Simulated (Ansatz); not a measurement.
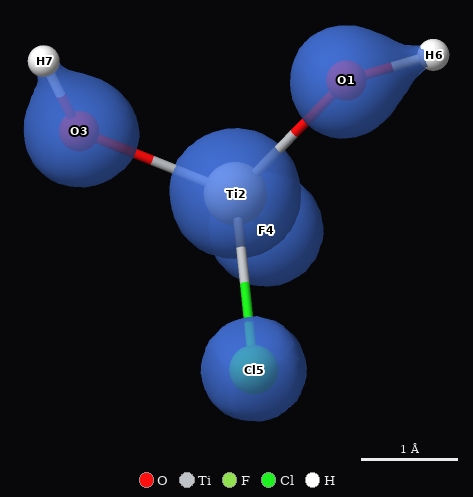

*ClFH₂O₂Ti. Isosurface of the total electron density at 2 e/Å³ (blue), seen across its widest extent.*

Geometry: PBE0-D4/def2-TZVP.

Theory: RKS PBE0-D4/def2-TZVPP (Ansatz 0.2.0).

```yaml
atoms:
  - { symbol: O, position_ang: [-1.1540, 0.2537, 0.8606] }
  - { symbol: Ti, position_ang: [0.0522, 0.0235, -0.4079] }
  - { symbol: O, position_ang: [1.4654, -0.8066, 0.2693] }
  - { symbol: F, position_ang: [-0.6210, -0.9311, -1.7160] }
  - { symbol: Cl, position_ang: [0.6435, 1.9967, -1.2012] }
  - { symbol: H, position_ang: [-2.0971, 0.3607, 0.9857] }
  - { symbol: H, position_ang: [1.7722, -0.9651, 1.1638] }
```

**How is the density connected at this value?**

At this value the surface falls into five separate pieces. It bridges the sampled O–H (0.96 Å) contacts, where the density stays above the isovalue. It is pinched off along the sampled Ti–F (1.75 Å), Ti–O (1.77 Å) and Ti–Cl (2.21 Å) contacts. On the grid the lowest density along these lines, outside the cores, is 1.1 e/Å³ (Ti–F, 1.75 Å), 1.1 e/Å³ (Ti–O, 1.77 Å), 0.65 e/Å³ (Ti–Cl, 2.21 Å) and 2.5 e/Å³ (O–H, 0.96 Å).
